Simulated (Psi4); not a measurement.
**doublet NaI+ at 5 levels**

We compute a comparison of 5 runs (UHF/STO-3G, UHF/3-21G, U-wB97X-V/def2-TZVP, UHSE06/def2-TZVP, UTPSSh/def2-TZVP) of doublet NaI+. 

The calculation is run with Psi4 1.11.

## 1. The system as given

NaI+ has 2 atoms, charge +1, and is taken as a doublet. As SMILES of the parent species, `[Na][I]`. The shape is that of a PBE0-D4/def2-TZVP optimisation. That shape belongs to the parent species and isn't relaxed for this state.

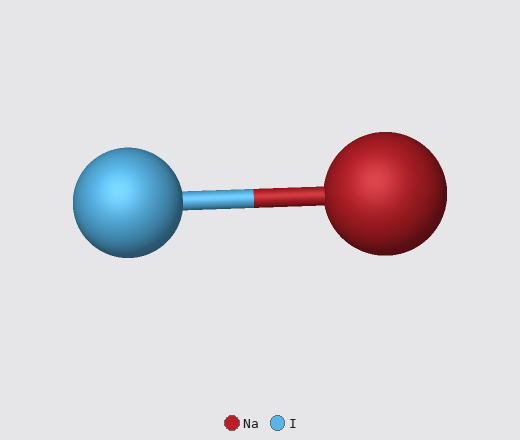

Viewed from a chosen angle; sodium red, iodine blue.

## 2. Energy and gradient at UHF/STO-3G (run 1)

File calc.py:

```python
import psi4

psi4.set_memory(1600000000)
psi4.set_num_threads(1)
psi4.set_output_file('run.log', False)

molecule = psi4.geometry("""
1 2
Na     0.000000     0.000000     0.044310
I      0.000000     0.000000     2.758810
units angstrom
symmetry c1
""")

psi4.set_options({
    'basis': 'STO-3G',
    'reference': 'uhf',
    'puream': True,
    'e_convergence': 1e-09,
    'd_convergence': 1e-08,
    'scf_type': 'pk',
    'maxiter': 100,
})

result, w = psi4.gradient('scf', return_wfn=True)
print('gradient / Eh bohr^-1')
print(result.np.round(6))
print(f'energy = {w.energy():.10f} Eh')
```

Started as:

```sh
$ python calc.py
```

run.log:

```text
[...]
  Running in c1 symmetry.
[...]
  Nuclear repulsion =  113.652721982173517
[...]
  Multiplicity = 2
[...]
  Nalpha       = 32
  Nbeta        = 31
[...]
    Number of basis functions: 36
[...]
   @UHF iter   1: -7010.47155351893616   -1.70775e+00   4.66340e-03 DIIS/ADIIS
[...]
   @UHF iter   8: -7010.48628041265147   -2.72848e-12   2.68767e-09 DIIS
[...]
   @S^2 Observed:                7.504360395E-01
[...]
    Orbital Energies [Eh]
    ---------------------
    Alpha Occupied:
       1A   -1164.652484     2A   -177.391985     3A   -168.675517
       4A   -168.673464     5A   -168.673311     6A    -40.521488
       7A    -35.838143     8A    -32.777826     9A    -32.771808
      10A    -32.770901    11A    -23.592750    12A    -23.591638
      13A    -23.590985    14A    -23.587049    15A    -23.587012
      16A     -6.781241    17A     -5.397302    18A     -5.376821
      19A     -5.372756    20A     -3.068089    21A     -2.197459
      22A     -2.193701    23A     -2.190447    24A     -2.176514
      25A     -2.176486    26A     -1.724832    27A     -1.722990
      28A     -1.722683    29A     -0.896812    30A     -0.557483
      31A     -0.522399    32A     -0.502693
[...]
  @UHF Final Energy: -7010.48628041265147
   => Energetics <=
    Nuclear Repulsion Energy =            113.6527219821735173
    One-Electron Energy =               -9878.4978347130072507
    Two-Electron Energy =                2754.3588323181829765
    Total Energy =                      -7010.4862804126514675
  UHF NO Occupations:
  HONO-2 :   30  A 1.9999967
  HONO-1 :   31  A 1.9997874
[...]
 Multipole Moments:
 ------------------------------------------------------------------------------------
     Multipole            Electronic (a.u.)      Nuclear  (a.u.)        Total (a.u.)
 ------------------------------------------------------------------------------------
 L = 1.  Multiply by 2.5417464519 to convert [e a0] to [Debye]
 Dipole X            :         -0.0000000            0.0000000           -0.0000000
 Dipole Y            :          0.0000000            0.0000000            0.0000000
 Dipole Z            :          2.1661552           -6.0740887           -3.9079334
 Magnitude           :                                                    3.9079334
[...]
  -Total Gradient:
     Atom            X                  Y                   Z
    ------   -----------------  -----------------  -----------------
       1        0.000000000000    -0.000000000000     0.011006380152
       2       -0.000000000000     0.000000000000    -0.011006380405
[...]
```

The script printed:

```text
gradient / Eh bohr^-1
[[ 0.       -0.        0.011006]
 [-0.        0.       -0.011006]]
energy = -7010.4862804127 Eh
```

Wall time 1.5 s (1 thread of Intel Xeon 6975P-C (Granite Rapids), shared host); peak memory 0.19 GiB.

## 3. A single-point energy at UHF/3-21G (run 2)

File ina.xyz:

```xyz
2
INa
Na     0.000000     0.000000     0.044310
I      0.000000     0.000000     2.758810
```

File calc.py:

```python
import psi4

psi4.set_memory(1600000000)
psi4.set_num_threads(1)
psi4.core.set_output_file('ina.out', False)

with open('ina.xyz') as f:
    atoms = ''.join(f.readlines()[2:])
mol = psi4.geometry('1 2\n' + atoms + 'symmetry c1')

psi4.set_options({
    'reference': 'uhf',
    'puream': True,
    'e_convergence': 1e-09,
    'd_convergence': 1e-08,
    'scf_type': 'pk',
    'maxiter': 100,
})

e_tot = psi4.energy('scf/3-21G')
print(f'total energy {e_tot:.8f} hartree = {e_tot * 27.211386:.5f} eV')
```

Started as:

```sh
$ python calc.py
```

ina.out:

```text
[...]
  Running in c1 symmetry.
[...]
  Nuclear repulsion =  113.652721982173517
[...]
  Multiplicity = 2
[...]
  Nalpha       = 32
  Nbeta        = 31
[...]
    Number of basis functions: 44
[...]
   @UHF iter   1: -7047.96644849572840   -1.21095e+00   3.48791e-03 ADIIS/DIIS
[...]
   @UHF iter   9: -7047.97891504320160   -3.63798e-12   3.45749e-09 DIIS
[...]
   @S^2 Observed:                7.506860060E-01
[...]
    Orbital Energies [Eh]
    ---------------------
    Alpha Occupied:
       1A   -1170.211669     2A   -180.253551     3A   -168.498182
       4A   -168.494755     5A   -168.494476     6A    -40.470917
       7A    -38.025958     8A    -32.921258     9A    -32.913112
      10A    -32.912279    11A    -24.368746    12A    -24.367227
      13A    -24.366573    14A    -24.361422    15A    -24.361412
      16A     -7.459460    17A     -5.599549    18A     -5.580143
      19A     -5.576454    20A     -3.023702    21A     -2.637680
      22A     -2.633529    23A     -2.629971    24A     -2.614773
      25A     -2.614738    26A     -1.744336    27A     -1.742000
      28A     -1.741598    29A     -1.066714    30A     -0.628937
      31A     -0.598921    32A     -0.580553
[...]
  @UHF Final Energy: -7047.97891504320160
   => Energetics <=
    Nuclear Repulsion Energy =            113.6527219821735173
    One-Electron Energy =               -9917.1516339171212167
    Two-Electron Energy =                2755.5199968917468141
    Total Energy =                      -7047.9789150432015958
  UHF NO Occupations:
  HONO-2 :   30  A 1.9999077
  HONO-1 :   31  A 1.9997876
[...]
 Multipole Moments:
 ------------------------------------------------------------------------------------
     Multipole            Electronic (a.u.)      Nuclear  (a.u.)        Total (a.u.)
 ------------------------------------------------------------------------------------
 L = 1.  Multiply by 2.5417464519 to convert [e a0] to [Debye]
 Dipole X            :          0.0000000            0.0000000            0.0000000
 Dipole Y            :         -0.0000000            0.0000000           -0.0000000
 Dipole Z            :          2.2063246           -6.0740887           -3.8677641
 Magnitude           :                                                    3.8677641
[...]
```

The script printed:

```text
total energy -7047.97891504 hartree = -191785.27478 eV
```

Run time: 1.2 s. Hardware: 1 thread of Intel Xeon 6975P-C (Granite Rapids), shared host; peak memory 0.18 GiB.

Runs 3 to 4 aren't shown in full; the table further down has their settings and results.

## 4. A single-point energy at UTPSSh/def2-TZVP (core potential) (run 5)

File ina.dat:

```
memory 1.6 GB

molecule {
  1 2
  Na     0.000000     0.000000     0.044310
  I      0.000000     0.000000     2.758810
  symmetry c1
  no_reorient
  no_com
}

set basis def2-TZVP
set reference uks
set puream true
set e_convergence 1e-09
set d_convergence 1e-08
set scf_type pk
set dft_radial_points 99
set dft_spherical_points 590
set maxiter 100

E, wfn = energy("tpssh", return_wfn=True)
oeprop(wfn, "LOWDIN_CHARGES", "MULLIKEN_CHARGES", "DIPOLE", title="TPSSH")
```

Started as:

```sh
$ psi4 ina.dat ina.out -n 1
```

ina.out:

```text
[...]
    !!!  WARNING: ECP capability is in beta. Please check occupations closely.  !!!
[...]
  Running in c1 symmetry.
[...]
  Nuclear repulsion =   53.609774519893172
[...]
  Multiplicity = 2
[...]
  Nalpha       = 18
  Nbeta        = 17
[...]
    Number of basis functions: 82
[...]
   @UKS iter   1:  -459.52503633459884   -2.04378e+00   8.47793e-03 DIIS/ADIIS
[...]
   @UKS iter  10:  -459.69104559042148   -2.38742e-12   3.49170e-09 DIIS
[...]
   @S^2 Observed:                7.531195414E-01
[...]
    Orbital Energies [Eh]
    ---------------------
    Alpha Occupied:
       1A    -38.616264     2A     -6.977309     3A     -5.019715
       4A     -5.001278     5A     -4.999366     6A     -2.423165
       7A     -2.091765     8A     -2.087266     9A     -2.085425
      10A     -2.070372    11A     -2.070242    12A     -1.348830
      13A     -1.348655    14A     -1.348371    15A     -0.882497
      16A     -0.505904    17A     -0.483986    18A     -0.463870
    Alpha Virtual:
      19A     -0.219325    20A     -0.150271    21A     -0.144307
      22A     -0.127965    23A     -0.082141    24A     -0.049992
      25A     -0.038589    26A     -0.028782    27A     -0.024397
[...]
  @UKS Final Energy:  -459.69104559042148
   => Energetics <=
    Nuclear Repulsion Energy =             53.6097745198931719
    One-Electron Energy =                -845.1570819974601818
    Two-Electron Energy =                 364.7658359119095621
    DFT Exchange-Correlation Energy =     -32.9095740247640904
    Empirical Dispersion Energy =           0.0000000000000000
    VV10 Nonlocal Energy =                  0.0000000000000000
    Total Energy =                       -459.6910455904214814
[...]
 Multipole Moments:
 ------------------------------------------------------------------------------------
     Multipole            Electronic (a.u.)      Nuclear  (a.u.)        Total (a.u.)
 ------------------------------------------------------------------------------------
 L = 1.  Multiply by 2.5417464519 to convert [e a0] to [Debye]
 Dipole X            :         -0.0000000            0.0000000           -0.0000000
 Dipole Y            :          0.0000000            0.0000000            0.0000000
 Dipole Z            :       -130.1739904          131.2559547            1.0819643
 Magnitude           :                                                    1.0819643
[...]
  Mulliken Charges: (a.u.)
   Center  Symbol    Alpha    Beta     Spin     Total
       1    NA     5.08289  5.08763 -0.00473  0.82948
       2     I    12.91711 11.91237  1.00473  0.17052
   Total alpha = 18.00000, Total beta = 17.00000, Total charge =  1.00000
  Lowdin Charges: (a.u.)
   Center  Symbol    Alpha    Beta     Spin     Total
       1    NA     5.30678  5.27546  0.03132  0.41776
       2     I    12.69322 11.72454  0.96868  0.58224
  Total alpha = 18.00000, Total beta = 17.00000, Total charge =  1.00000
[...]
```

Run time: 8.7 s. Hardware: 1 thread of Intel Xeon 6975P-C (Granite Rapids), shared host; peak memory 0.78 GiB.

## 5. All runs side by side

```tsv
run	level	task	core potential	energy (Eh)	HOMO energy (eV)	LUMO energy (eV)	⟨S²⟩	wall time
1	UHF/STO-3G	gradient	none	-7010.486280	-12.91	-3.61	0.750	1.5 s
2	UHF/3-21G	energy	none	-7047.978915	-15.10	-6.56	0.751	1.2 s
3	U-wB97X-V/def2-TZVP (core potential)	energy	def2	-459.728338	-15.23	-8.35	0.753	9 s
4	UHSE06/def2-TZVP (core potential)	energy	def2	-459.696900	-12.49	-10.97	0.753	10 s
5	UTPSSh/def2-TZVP (core potential)	energy	def2	-459.691046	-12.29	-11.11	0.753	8.7 s
```

## 6. Outcome

```
                                 quantity          value
                      run 5: total energy  -459.69105 Eh
run 5: HOMO energy (highest over α and β)      -12.29 eV
 run 5: LUMO energy (lowest over α and β)      -11.11 eV
                              run 5: ⟨S²⟩          0.753
```

Totals of different functionals can't be ranked against each other. Some runs of one species differ in core potentials or relativity; totals across that change don't compare. In run 1 the basis is minimal, so the values are rough. In runs 1, 2 relativity is left out where basis or elements ask for it. All runs together took 31 s, the longest 10 s.
